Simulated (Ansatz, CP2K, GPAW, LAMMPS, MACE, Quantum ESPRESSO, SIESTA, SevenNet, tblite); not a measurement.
# Running amorphous carbon (64 atoms) with GPAW

Wanted: GPAW inputs and outputs for amorphous carbon (64 atoms), checked against a plane-wave reference.

Calculated with GPAW 26.7.0; the method is named at each step.

## 1. The starting structure

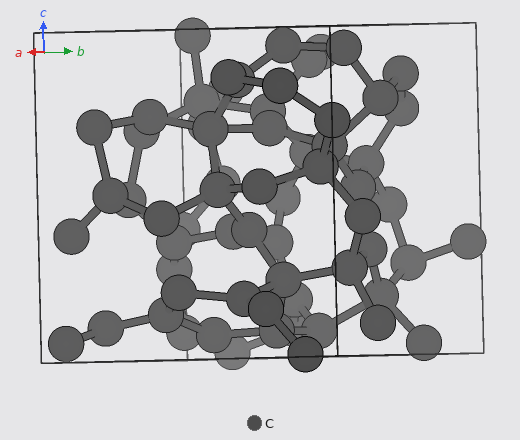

The starting structure, seen slightly off an axis (carbon dark grey).

The cell holds 64 atoms: 64 C. Cell: a = 7.590 Å, b = 7.590 Å, c = 7.590 Å, α = 90.0°, β = 90.0°, γ = 90.0°. 64 atoms (64 C) placed at random at 2.92 g/cm³, melted at 6000 K for 10 ps at fixed volume with the Tersoff potential (Tersoff, Phys. Rev. B 39, 5566 (1989)). Quenched from 6000 K to 300 K at 100 K/ps and fixed volume, held 5 ps, then minimised at fixed cell.

The yardstick, on the same geometry:

| Item | Value |
| --- | --- |
| method | Kohn-Sham DFT, PBE, PAW, plane waves (Ansatz 0.2.0); cutoff 420 eV, Γ point, fermi-dirac smearing of 0.05 eV; PAW set soft_2 |
| r.m.s. force component | 1.256 eV/Å |
| longest force | 5.071 eV/Å |
| pressure | -7.388 GPa |
| SCF cycles | 11 |
| time | 4.1 s on 4 threads of Arm Neoverse V1, shared host |
| CPU time | 14 s |

## 2. PBE, LCAO dzp, h 0.2 Å

Method: Kohn-Sham DFT, PBE, PAW, atomic orbitals (dzp).

File run.py:

```python
import numpy as np
from ase.io import read
from gpaw import GPAW, FermiDirac

atoms = read("structure.xyz")
atoms.calc = GPAW(
    mode="lcao",
    basis="dzp",
    h=0.2,
    xc="PBE",
    kpts={"size": (1, 1, 1), "gamma": True},
    occupations=FermiDirac(0.05),
    maxiter=200,
    symmetry={"point_group": False},
    txt="gpaw.txt",
)
energy = atoms.get_potential_energy(force_consistent=True)
forces = atoms.get_forces()
print(f"energy {energy:.6f} eV")
print("forces (eV/A)")
for i, (a, f) in enumerate(zip(atoms, forces)):
    print(f"{i:4d} {a.symbol:2s} {f[0]:10.5f} {f[1]:10.5f} {f[2]:10.5f}")
print(f"Fermi level {atoms.calc.get_fermi_level():.4f} eV")
for k in range(len(atoms.calc.get_ibz_k_points())):
    for s in range(atoms.calc.get_number_of_spins()):
        e = atoms.calc.get_eigenvalues(kpt=k, spin=s)
        n = np.searchsorted(e, atoms.calc.get_fermi_level())
        print(f"k {k} spin {s} levels about the Fermi level:", np.round(e[max(n - 6, 0):n], 4).tolist(), "|", np.round(e[n:n + 6], 4).tolist())
```

File structure.xyz:

```xyz
64
Lattice="7.59030 0.00000 0.00000 0.00000 7.59030 0.00000 0.00000 0.00000 7.59030" Properties=species:S:1:pos:R:3 pbc="T T T"
C 6.33532 6.97761 5.42342
C 6.62072 1.39145 3.81230
C 3.96183 5.72316 4.84314
C 2.99984 1.80740 7.44737
C 4.64974 4.93962 7.16949
C 1.54599 3.54619 1.33392
C 6.39392 5.10425 3.93777
C 5.66016 0.71599 0.76761
C 2.78989 1.89697 5.92848
C 4.06043 2.69456 0.55819
C 1.48003 3.92631 4.71563
C 6.46678 0.29139 2.89631
C 2.76879 5.83565 3.86620
C 4.73756 4.84337 1.78729
C 2.02502 0.93285 0.63455
C 2.23390 6.73510 6.46337
C 4.65969 7.19644 0.74476
C 1.39252 5.38145 4.42264
C 5.79193 3.73352 3.88752
C 7.30832 6.14237 6.24097
C 1.32307 0.60168 2.99483
C 1.18500 1.58584 4.03827
C 7.15720 6.55126 0.05989
C 3.97777 0.92784 5.28368
C 6.87901 2.81388 3.25715
C 7.15780 5.56915 1.12154
C 5.18000 7.13169 3.20098
C 5.35298 2.11352 1.04480
C 4.45141 6.40477 2.02881
C 0.50612 5.96598 2.11914
C 1.97705 5.96157 1.36777
C 4.22347 0.66673 3.70908
C 3.65526 6.90209 5.91208
C 3.86900 4.20852 0.62924
C 3.38300 2.91088 2.92621
C 4.48784 6.40424 7.08076
C 0.24562 5.37947 3.46512
C 0.47902 1.39092 0.16691
C 0.43568 3.81511 7.00585
C 3.00933 6.20515 2.44620
C 0.32039 1.31790 6.20628
C 3.89777 4.16275 5.27966
C 6.14678 4.51828 1.36883
C 6.55680 3.05214 1.54576
C 1.11729 6.17258 5.67033
C 0.90006 2.97517 3.67704
C 3.54156 1.47707 2.70814
C 4.54021 3.89762 2.94951
C 5.22881 3.30451 5.28915
C 5.66882 4.23660 6.40386
C 6.99218 0.34817 0.43272
C 2.38935 4.56063 0.59956
C 2.62139 3.50186 5.67284
C 1.94350 3.27354 2.65615
C 5.47610 6.22564 4.36753
C 1.81871 4.19425 6.83286
[... 4 atom lines left out ...]
C 0.24130 2.86640 0.66408
C 2.03549 7.06832 0.26604
C 6.56257 0.99236 5.38782
C 5.24922 1.77051 5.59959
```

The run is started by

```console
$ OMP_NUM_THREADS=1 python run.py > output.txt
```

The program printed:

```text
energy -511.212508 eV
forces (eV/A)
   0 C    -1.17412    0.69874   -0.00478
   1 C     2.65193    1.04646    1.43297
   2 C    -0.72888    0.19281   -1.10784
   3 C     0.64542    0.62478    0.58388
   4 C    -1.95232    0.04396   -3.27053
   5 C    -0.46128   -1.86384    2.01150
   6 C     1.19254    0.51742   -1.11897
   7 C     0.11992    1.48789    0.86989
   8 C     0.04671    0.08855    0.29817
   9 C     1.80499   -2.53559    0.02041
  10 C     0.17639   -1.19130   -0.29821
  11 C     1.12726   -2.05114    0.52852
  12 C     1.38092    0.39287   -4.39769
  13 C     0.24979   -1.69098    1.08504
  14 C    -0.06067   -0.98570   -1.26468
  15 C    -1.61772   -0.53244   -2.25801
  16 C    -0.42380   -1.61854   -1.28908
  17 C     0.82047    0.87052   -0.48901
  18 C     0.22864    0.37600   -1.18587
  19 C     0.30701   -0.26756    0.03655
  20 C    -0.43935    0.08338   -1.86674
  21 C    -2.00021   -2.45994    0.47621
  22 C     1.46137    0.50161    1.39138
  23 C     0.37312    0.04004   -0.49345
[...]
56 C    -1.46611    0.61697   -0.05808
  57 C    -3.49133    1.01844    3.36129
  58 C    -0.77546   -0.12759    1.35167
  59 C     1.04969   -1.41979   -1.47742
  60 C     1.72209    1.64797   -0.12078
  61 C    -0.66044   -0.92795    0.71333
  62 C     0.06139   -0.98501   -0.23895
  63 C    -0.29611   -1.05300   -1.39931
Fermi level 9.9594 eV
k 0 spin 0 levels about the Fermi level: [9.0011, 9.1729, 9.3622, 9.7047, 9.8664, 9.9434] | [9.969, 10.0722, 10.1847, 10.2484, 10.3436, 10.7165]
```

gpaw.txt:

```text
Input parameters:
  mode=LCAO(),
  basis={'default': 'dzp'},
  h=0.2,
  kpts=MonkhorstPack(size=(1, 1, 1), gamma=True),
  maxiter=200,
  occupations=Occupations(name='fermi-dirac', width=0.05, fixmagmom=False),
  symmetry=Symmetry(point_group=False),
  xc=XC(name='PBE')
Unit cell  # Å
| periodic |        x |        y |        z |  lengths |    angles |
|----------|----------|----------|----------|----------|-----------|
|      yes | 7.590300 | 0.000000 | 0.000000 | 7.590300 | 90.000000 |
|      yes | 0.000000 | 7.590300 | 0.000000 | 7.590300 | 90.000000 |
|      yes | 0.000000 | 0.000000 | 7.590300 | 7.590300 | 90.000000 |
Number of symmetries: 1
Symmetry operations  # r_c * U_cc + t_c -> r_c
|   | kind |            matrix            |
|---|------|------------------------------|
| 0 |  E   |  1, 0, 0,  0, 1, 0,  0, 0, 1 |
BZ-sampling:
  Number of BZ points: 1
  Number of IBZ points: 1
  Monkhorst-Pack size: [1, 1, 1]
  Monkhorst-Pack shift: [0, 0, 0]
[... lines left out ...]
  Fermi-Dirac:
[... lines left out ...]
xc functional:
  name: PBE with 2 nearest neighbor stencil
interpolation: tri-quintic # 5. degree polynomial
Initialization done in: 5.589 s
convergence criteria:
- Maximum [total energy] change in last 3 cyles: 0.0005 eV / valence electron
- Maximum integral of absolute [dens]ity change: 0.0001 electrons / valence electron
- Maximum integral of absolute [eigenst]ate change: 4e-08 eV^2 / valence electron
maximum number of iterations: 200
SCF iterations
|iter     |      energy | eigst |  dens |
|---------|-------------|-------|-------|
|iter:   1| -517.151848 |      c|       |
|iter:   2| -515.921352 |      c| -0.95 |
|iter:   3| -523.462194 |      c| -0.98 |
|iter:   4| -521.023802 |      c| -1.12 |
|iter:   5| -514.318329 |      c| -1.15 |
|iter:   6| -511.398961 |      c| -1.44 |
|iter:   7| -511.163678 |      c| -1.89 |
|iter:   8| -511.222466 |      c| -2.04 |
|iter:   9| -511.141099c|      c| -2.02 |
|iter:  10| -511.108818c|      c| -2.23 |
|iter:  11| -511.114473c|      c| -2.44 |
[...]
|iter:  16| -511.102443c|      c| -3.79 |
|iter:  17| -511.102439c|      c| -3.93 |
|iter:  18| -511.102490c|      c| -4.22c|
Converged in 18 steps
SCF loop duration: 119.405 s (6.634 s/step)
Energy contributions relative to reference atoms: (reference = -65768.199391)
Energy contributions:
  Kinetic:         336.999678
  Coulomb:        -326.693618
  Zero:              9.645722
  External:          0.000000
  Xc:             -530.944254
  Entropy:          -0.220035
  Spinorbit:         0.000000
  ----------------------------
  Free energy:    -511.212508
  Extrapolated:   -511.102490
dipole moment: (-21.888109, 6.507872, -32.310918)  # |e|*Ang
Fermi level: 9.959
Eigenvalues  # (at kpt = [0.000, 0.000, 0.000])
| band index |      eig [eV] | occ [0-2] |
|------------|---------------|-----------|
|          0 |       -10.992 |     2.000 |
|        ... |               |           |
|        120 |         8.636 |     2.000 |
|        121 |         8.798 |     2.000 |
[...]
|        135 |        10.877 |     0.000 |
|        ... |               |           |
|        157 |        15.721 |     0.000 |
Gap: 0.026 eV
Transition (v -> c):
  (s=0, k=0, n=127, [0.00, 0.00, 0.00]) -> (s=0, k=0, n=128, [0.00, 0.00, 0.00])
No difference between direct/indirect transitions
Force computation time: 16.782  # s
timing:  # [seconds]
  Total:  141.803  # ━━━━━━━━━━━━━━━━━━━━━━━━━━━━━━━━━━━━━━━━━━━━━━━━━━━━━━━━
  Init:     5.588  # ━━
  SCF:    119.405  # ━━━━━━━━━━━━━━━━━━━━━━━━━━━━━━━━━━━━━━━━━━━━━━━
  Forces:  16.782  # ━━━━━━╸
```

Wall time 2.4 min (1 thread of Arm Neoverse V1, shared host); peak memory 0.5 GiB.

Banners, paths, timers and routine set-up lines are dropped from the logs unmarked, and long logs keep their key lines alone; longer cuts are marked.

Against the reference:

| Quantity | Value |
| --- | --- |
| r.m.s. force component | 1.248 eV/Å |
| r.m.s. difference of force components | 120.3 meV/Å |
| longest difference of force vectors | 372.6 meV/Å |
| force difference over r.m.s. force | 9.579 % |
| slope of forces against the reference's | 0.9887 |
| correlation of force components | 0.9954 |

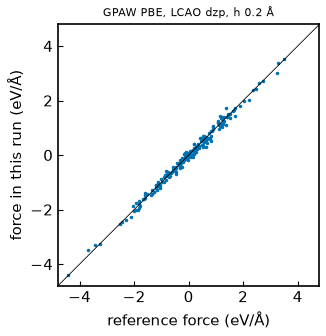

Force components against those of the reference; the line marks equality.

The surroundings of C51, picked at random, nearest first, numbered as they follow in the input and with coordinates relative to it.

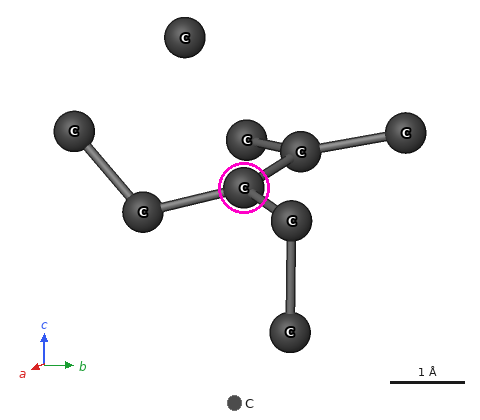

The atoms of the table, within 2.5 Å (arrows a, b, c point along x, y, z); some may hide others; the central atom is ringed.

```
atom      x      y      z  distance (Å)  bonds     Fx     Fy  Fz (eV/Å)
 C51   0.00   0.00   0.00          0.00      3   0.42   1.15       0.31
  C8  -1.33   0.37   0.33          1.42      3   0.12   1.49       0.87
 C23   0.17  -1.39  -0.37          1.45      3   1.46   0.50       1.39
 C38   1.08   1.04  -0.27          1.52      4   0.07   0.16      -0.65
 C41   0.92   0.97  -1.82          2.25      3   1.44   0.35      -1.10
 C59   0.82  -0.57   2.14          2.36      3  -0.78  -0.13       1.35
 C17  -2.33  -0.74   0.31          2.47      3  -0.42  -1.62      -1.29
 C26   0.17  -2.37   0.69          2.47      3  -2.39  -0.62      -1.36
 C28  -1.64   1.77   0.61          2.49      3  -0.81   1.40      -1.78
```

Atoms are counted from 1 here, from 0 in the log.

Forces lie 9.6 % from the reference's, at 11 times its CPU time (on 1 against 4 cores).

## 3. PBE, LCAO sz(dzp), h 0.2 Å

Method: Kohn-Sham DFT, PBE, PAW, atomic orbitals (sz(dzp)).

Edit run.py of step 2 so:

```diff
@@ -7,3 +7,3 @@
     mode="lcao",
-    basis="dzp",
+    basis="sz(dzp)",
     h=0.2,
```

structure.xyz is that of step 2.

The program printed:

```text
energy -452.563392 eV
forces (eV/A)
   0 C    -1.86271    1.00994    0.34868
   1 C     2.96733    1.43481    2.11457
   2 C     0.02336    0.09462   -0.98414
   3 C     0.78826    0.80819    0.92776
   4 C    -2.18627   -0.09526   -3.83592
   5 C    -0.93349   -2.41561    2.15964
   6 C     1.70369    0.51605   -1.23939
   7 C    -0.28137    1.44861    0.96266
   8 C     0.68922    0.31014   -0.19856
   9 C     1.56497   -2.54203    0.09902
  10 C    -0.12327   -1.87983    0.30657
  11 C     0.91655   -2.50263   -0.78556
  12 C     1.39408    0.88611   -5.01715
  13 C    -0.23616   -0.98270    1.28141
  14 C    -0.84594   -0.66488   -1.41898
  15 C    -2.01645   -0.68669   -2.87693
  16 C    -1.26592   -1.28723   -1.25101
  17 C     1.21568    0.90602   -0.68803
  18 C     0.01782    0.09092   -1.26956
  19 C     0.25478   -0.16679   -0.25663
  20 C    -0.07446   -0.28617   -1.72610
  21 C    -2.42331   -3.02508    0.20017
  22 C     1.67828    0.53176    1.64916
  23 C    -0.45183   -0.82122   -0.34657
[...]
56 C    -1.23719    0.25035   -0.40964
  57 C    -3.26224    0.18450    4.12658
  58 C    -1.13900   -0.10529    0.73888
  59 C     1.27627   -1.68556   -2.22173
  60 C     1.81008    1.64366    0.13469
  61 C    -0.93836   -1.40149    1.23017
  62 C     0.69895   -1.35236    0.18329
  63 C    -0.46848   -0.52502   -0.24759
Fermi level 9.6983 eV
k 0 spin 0 levels about the Fermi level: [8.724, 8.9478, 9.1507, 9.4479, 9.5772, 9.694] | [9.6995, 9.8303, 9.9608, 10.0588, 10.1835, 10.5229]
```

gpaw.txt:

```text
Input parameters:
  mode=LCAO(),
  basis={'default': 'sz(dzp)'},
  h=0.2,
  kpts=MonkhorstPack(size=(1, 1, 1), gamma=True),
  maxiter=200,
  occupations=Occupations(name='fermi-dirac', width=0.05, fixmagmom=False),
  symmetry=Symmetry(point_group=False),
  xc=XC(name='PBE')
Unit cell  # Å
| periodic |        x |        y |        z |  lengths |    angles |
[... lines left out ...]
  Fermi-Dirac:
[... lines left out ...]
convergence criteria:
- Maximum [total energy] change in last 3 cyles: 0.0005 eV / valence electron
[... lines left out ...]
Converged in 17 steps
[... lines left out ...]
  Free energy:    -452.563392
  Extrapolated:   -452.463780
dipole moment: (-21.530676, 6.443486, -34.370429)  # |e|*Ang
Fermi level: 9.698
Eigenvalues  # (at kpt = [0.000, 0.000, 0.000])
| band index |      eig [eV] | occ [0-2] |
|------------|---------------|-----------|
|          0 |       -11.557 |     2.000 |
|        ... |               |           |
|        120 |         8.334 |     2.000 |
|        121 |         8.454 |     2.000 |
[...]
|        135 |        10.671 |     0.000 |
|        ... |               |           |
|        157 |        16.470 |     0.000 |
Gap: 0.005 eV
Transition (v -> c):
  (s=0, k=0, n=127, [0.00, 0.00, 0.00]) -> (s=0, k=0, n=128, [0.00, 0.00, 0.00])
No difference between direct/indirect transitions
Force computation time: 3.904  # s
timing:  # [seconds]
  Total:  40.441  # ━━━━━━━━━━━━━━━━━━━━━━━━━━━━━━━━━━━━━━━━━━━━━━━━━━━━━━━━━
  Init:    4.001  # ━━━━━╸
  SCF:    32.511  # ━━━━━━━━━━━━━━━━━━━━━━━━━━━━━━━━━━━━━━━━━━━━━━
  Forces:  3.904  # ━━━━━╸
```

It took 42 s on 1 thread; peak memory 0.37 GiB.

Against the reference:

```yaml
r_m_s_force_component: 1.457 eV/Å
r_m_s_difference_of_force_components: 618.6 meV/Å
longest_difference_of_force_vectors: 1961 meV/Å
force_difference_over_r_m_s_force: 49.24 %
slope_of_forces_against_the_reference_s: 1.052
correlation_of_force_components: 0.9065
```

This is a coarse setting, run to see what it loses.

Against the first run (9.6 %), the force difference from the reference is 49 %, at 0.29 times the CPU time, with 256 basis functions against 832: the smaller basis costs accuracy.

## 4. PBE, grid h 0.2 Å

Method: Kohn-Sham DFT, PBE, PAW, finite differences on a real-space grid.

Edit run.py of step 3 so:

```diff
@@ -6,4 +6,3 @@
 atoms.calc = GPAW(
-    mode="lcao",
-    basis="sz(dzp)",
+    mode="fd",
     h=0.2,
@@ -14,2 +13,3 @@
     symmetry={"point_group": False},
+    nbands=157,
     txt="gpaw.txt",
```

structure.xyz is that of step 3.

The program printed:

```text
energy -524.598901 eV
forces (eV/A)
   0 C    -1.07194    0.56296   -0.00578
   1 C     2.55030    0.90589    1.14846
   2 C    -0.85455    0.15483   -1.17737
   3 C     0.54658    0.63886    0.53349
   4 C    -1.86538    0.06251   -3.24795
   5 C    -0.32767   -1.77526    2.21487
   6 C     1.09313    0.45087   -1.10682
   7 C     0.27572    1.49520    0.86721
   8 C    -0.16925    0.00207    0.37366
   9 C     1.84939   -2.47451    0.05966
  10 C     0.21926   -1.01787   -0.46157
  11 C     1.27432   -2.01890    0.87106
  12 C     1.40747    0.40552   -4.48310
  13 C     0.38734   -1.82410    1.10941
  14 C     0.15942   -1.12529   -1.15417
  15 C    -1.62401   -0.49125   -2.08186
  16 C    -0.27019   -1.70925   -1.31544
  17 C     0.73645    0.79583   -0.44754
  18 C     0.28392    0.50751   -1.19988
  19 C     0.33012   -0.29670    0.16932
  20 C    -0.47980    0.24036   -2.07786
  21 C    -1.82069   -2.43110    0.54653
  22 C     1.45100    0.49158    1.37836
  23 C     0.55566    0.15676   -0.57109
[...]
56 C    -1.63045    0.66016    0.10432
  57 C    -3.68978    1.22569    3.27051
  58 C    -0.71991   -0.03895    1.46098
  59 C     0.87088   -1.54743   -1.34742
  60 C     1.68144    1.66628   -0.16535
  61 C    -0.61002   -0.84321    0.50068
  62 C    -0.09042   -0.88627   -0.22670
  63 C    -0.25585   -1.12798   -1.57508
Fermi level 9.9513 eV
k 0 spin 0 levels about the Fermi level: [8.9955, 9.1642, 9.3542, 9.6989, 9.8619, 9.9354] | [9.9595, 10.0628, 10.1758, 10.2348, 10.3308, 10.7022]
```

gpaw.txt:

```text
Input parameters:
  mode=FD(),
  h=0.2,
  kpts=MonkhorstPack(size=(1, 1, 1), gamma=True),
  maxiter=200,
  nbands=157,
  occupations=Occupations(name='fermi-dirac', width=0.05, fixmagmom=False),
  symmetry=Symmetry(point_group=False),
  xc=XC(name='PBE')
Diagonalizing LCAO Hamiltonian
Converting LCAO to fd mode
      .------------------.
     /|         C        |
    / |    C   CC        |
[... lines left out ...]
  Converge bands: occupied
[... lines left out ...]
  Fermi-Dirac:
[... lines left out ...]
convergence criteria:
- Maximum [total energy] change in last 3 cyles: 0.0005 eV / valence electron
[... lines left out ...]
Converged in 23 steps
[... lines left out ...]
  Free energy:    -524.598901
  Extrapolated:   -524.487549
dipole moment: (-21.879574, 6.521217, -32.070966)  # |e|*Ang
Fermi level: 9.951
Eigenvalues  # (at kpt = [0.000, 0.000, 0.000])
| band index |      eig [eV] | occ [0-2] |
|------------|---------------|-----------|
|          0 |       -10.935 |     2.000 |
|        ... |               |           |
|        120 |         8.633 |     2.000 |
|        121 |         8.799 |     2.000 |
[...]
|        135 |        10.861 |     0.000 |
|        ... |               |           |
|        156 |        15.633 |     0.000 |
Gap: 0.024 eV
Transition (v -> c):
  (s=0, k=0, n=127, [0.00, 0.00, 0.00]) -> (s=0, k=0, n=128, [0.00, 0.00, 0.00])
No difference between direct/indirect transitions
Force computation time: 1.426  # s
timing:  # [seconds]
  Total:  101.034  # ━━━━━━━━━━━━━━━━━━━━━━━━━━━━━━━━━━━━━━━━━━━━━━━━━━━━━━━━
  Init:    10.118  # ━━━━━╸
  SCF:     89.457  # ━━━━━━━━━━━━━━━━━━━━━━━━━━━━━━━━━━━━━━━━━━━━━━━━━╸
  Forces:   1.426  # ━
```

Elapsed: 1.7 min, on 1 thread; peak memory 0.55 GiB.

Compared with the plane-wave run:

```yaml
r_m_s_force_component: 1.256 eV/Å
r_m_s_difference_of_force_components: 22.13 meV/Å
longest_difference_of_force_vectors: 70.34 meV/Å
force_difference_over_r_m_s_force: 1.761 %
slope_of_forces_against_the_reference_s: 0.9999
correlation_of_force_components: 0.9999
```

Against the first run (9.6 %), the force difference from the reference is 1.8 %, at 0.71 times the CPU time.

The forces add up to 0.50 eV/Å instead of zero, usually a sign of too coarse a grid.

[end of part 1 of 2]

[Also dropped from logs without a mark: logging warnings of Python, and SIESTA's first energy breakdown and zero terms.]

[Logs are printed without paths, hosts, clocks, repeated set-up lines and the standing remarks that a program may print on its own settings, such as how far it seeks lower states.]

[Hosts, paths, dates, database ids (printed as entryN), source tags and the programs' standing remarks are cut or masked in the printed files.]
